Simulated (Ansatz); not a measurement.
# C6H7N (2-methylpyridine) at PBE/6-31G(d) (spherical functions)

What is the vertical ionisation energy of C6H7N (2-methylpyridine) at PBE/6-31G* (spherical functions)? 

The calculation is run with Ansatz 0.2.0.

41 further runs of the same task are left out: 41 set aside as unsound or not needed. Runs told in other sessions of the task aren't counted.

## (1) Starting point

C6H7N: 14 atoms, total charge 0, spin state singlet. SMILES: `Cc1ccccn1`. The coordinates come from a PBE0-D4/def2-TZVP relaxation.

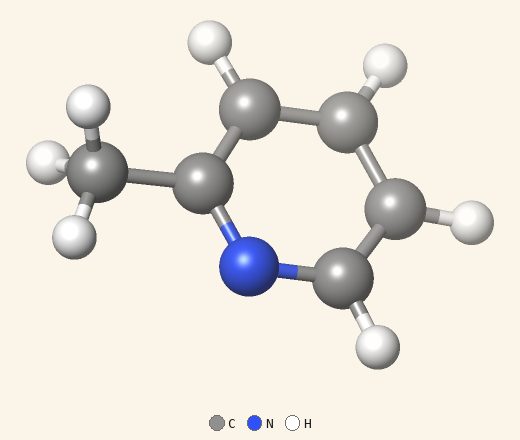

Viewed from a chosen angle; carbon grey, nitrogen blue, hydrogen white.

## (2) The energy at PBE/6-31G(d) (spherical functions)

The input, molecule.yaml:

```yaml
crystal:
  periodic: [false, false, false]
  atoms:
    - {symbol: C, position_ang: [1.529800, 0.592680, 1.489460]}
    - {symbol: C, position_ang: [0.498030, 0.271780, 0.453520]}
    - {symbol: C, position_ang: [-0.041010, -1.010880, 0.352280]}
    - {symbol: C, position_ang: [-0.991540, -1.270440, -0.615810]}
    - {symbol: C, position_ang: [-1.381650, -0.242290, -1.460470]}
    - {symbol: C, position_ang: [-0.792430, 0.997860, -1.286300]}
    - {symbol: "N", position_ang: [0.122980, 1.258300, -0.358040]}
    - {symbol: H, position_ang: [1.142630, 0.416360, 2.496660]}
    - {symbol: H, position_ang: [2.416390, -0.035590, 1.368570]}
    - {symbol: H, position_ang: [1.824010, 1.637250, 1.403360]}
    - {symbol: H, position_ang: [0.288340, -1.790270, 1.030440]}
    - {symbol: H, position_ang: [-1.423340, -2.260480, -0.711850]}
    - {symbol: H, position_ang: [-2.123160, -0.395570, -2.234860]}
    - {symbol: H, position_ang: [-1.069040, 1.831260, -1.926950]}
basis:
  gaussian:
    orbitals: 6-31G_st_-spherical.json
output:
  orbitals: {seedname: orbitals}
hamiltonian:
  xc: {name: PBE}
magnetization:
  spin_polarized: false
accuracy: high
```

The basis set 6-31G* is read from a file made from the Basis Set Exchange's data (not shown).

The run is started by

```
$ ansatz run molecule.yaml --threads 1 --pin off --max-ram 3480MiB --events-out events.jsonl --progress --plain --runs-dir runs
```

Log:

```text
Warning: RAYON_NUM_THREADS=1 ignored (pool sized by the plan → 1); use --threads N
Functional definition: PBE
  name "PBE"
  parameter kappa = 0.804
  parameter beta = 0.06672455060314922
  exchange = pbe_x(kappa = kappa, mu = beta*pi^2/3)
  correlation = pbe_c(beta = beta)
2828 factors; integrals over basis functions are off by at most 3.0e-9 eV
mean field evaluation 1: about -7805.3151 eV, gradient 6.3e1 eV
mean field evaluation 2: about -7797.5219 eV, gradient 8.4e1 eV
mean field evaluation 4: about -7815.6005 eV, gradient 7.9e0 eV
mean field evaluation 8: about -7815.7268 eV, gradient 1.7e-1 eV
mean field evaluation 16: about -7815.7269 eV, gradient 8.3e-5 eV
mean field -7815.72689014 eV, -287.2226655227 hartree, gradient 5.4e-8 eV, S^2 0.000000; 0 other end points of the search recorded, 0 dependent functions left out
reference -7815.72689282 eV, -287.2226656212 hartree; 25, 25 occupied and 87, 87 virtual orbitals, 2828 factors
Total energy: -7815.72689282 eV, -287.2226656212 hartree
```

Run time: 6.9 s. Hardware: 1 thread of Intel Xeon 6975P-C (Granite Rapids), shared host; peak memory 0.39 GiB.

## (3) The doublet cation at the same level

The input, job.yaml:

```yaml
crystal:
  periodic: [false, false, false]
  atoms:
    - {symbol: C, position_ang: [1.529800, 0.592680, 1.489460]}
    - {symbol: C, position_ang: [0.498030, 0.271780, 0.453520]}
    - {symbol: C, position_ang: [-0.041010, -1.010880, 0.352280]}
    - {symbol: C, position_ang: [-0.991540, -1.270440, -0.615810]}
    - {symbol: C, position_ang: [-1.381650, -0.242290, -1.460470]}
    - {symbol: C, position_ang: [-0.792430, 0.997860, -1.286300]}
    - {symbol: N, position_ang: [0.122980, 1.258300, -0.358040]}
    - {symbol: H, position_ang: [1.142630, 0.416360, 2.496660]}
    - {symbol: H, position_ang: [2.416390, -0.035590, 1.368570]}
    - {symbol: H, position_ang: [1.824010, 1.637250, 1.403360]}
    - {symbol: H, position_ang: [0.288340, -1.790270, 1.030440]}
    - {symbol: H, position_ang: [-1.423340, -2.260480, -0.711850]}
    - {symbol: H, position_ang: [-2.123160, -0.395570, -2.234860]}
    - {symbol: H, position_ang: [-1.069040, 1.831260, -1.926950]}
basis:
  gaussian: {orbitals: 6-31G_st_-spherical.json}
total_charge: 1
magnetization: {spin_polarized: true, initial_magnetization: 1}
hamiltonian: {xc: {name: PBE}}
accuracy: high
output: {orbitals: {seedname: orbitals}}
```

The basis set 6-31G* is read from a file made from the Basis Set Exchange's data (not shown).

The run is started by

```
$ ansatz run job.yaml --threads 1 --pin off --max-ram 3480MiB --events-out events.jsonl --progress --plain --runs-dir runs
```

Log:

```text
Warning: RAYON_NUM_THREADS=1 ignored (pool sized by the plan → 1); use --threads N
Functional definition: PBE
  name "PBE"
  parameter kappa = 0.804
  parameter beta = 0.06672455060314922
  exchange = pbe_x(kappa = kappa, mu = beta*pi^2/3)
  correlation = pbe_c(beta = beta)
2828 factors; integrals over basis functions are off by at most 3.0e-9 eV
mean field evaluation 1: about -7792.6099 eV, gradient 5.3e1 eV
mean field evaluation 2: about -7769.2478 eV, gradient 8.3e1 eV
mean field evaluation 4: about -7805.7524 eV, gradient 1.6e1 eV
mean field evaluation 8: about -7805.5085 eV, gradient 1.6e1 eV
mean field evaluation 16: about -7806.9199 eV, gradient 1.0e0 eV
mean field evaluation 32: about -7806.9250 eV, gradient 1.9e-2 eV
mean field -7806.92512257 eV, -286.8992065304 hartree, gradient 9.8e-8 eV, S^2 0.752883; 4 other end points of the search recorded, 0 dependent functions left out
reference -7806.92512522 eV, -286.8992066280 hartree; 25, 24 occupied and 87, 88 virtual orbitals, 2828 factors
Total energy: -7806.92512522 eV, -286.8992066280 hartree
```

Run time: 22 s. Hardware: 1 thread of Intel Xeon 6975P-C (Granite Rapids), shared host; peak memory 0.48 GiB.

## (4) What came out

At PBE/6-31G* (spherical functions):

| quantity | value |
| --- | --- |
| singlet C6H7N: total energy | -287.22267 Eh |
| singlet C6H7N: HOMO energy | -5.39 eV |
| singlet C6H7N: LUMO energy | -1.17 eV |
| singlet C6H7N: HOMO–LUMO gap | 4.22 eV |
| doublet cation: total energy | -286.89921 Eh |
| doublet cation: HOMO energy (highest over α and β) | -11.99 eV |
| doublet cation: LUMO energy (lowest over α and β) | -11.93 eV |
| doublet cation: ⟨S²⟩ | 0.753 |
| vertical ionisation energy (to the doublet cation) | 8.802 eV |

In words: The vertical ionisation energy comes to 8.80 eV (203 kcal/mol). −ε(HOMO) before ionisation, 5.39 eV, is 3.41 eV below this ionisation energy.
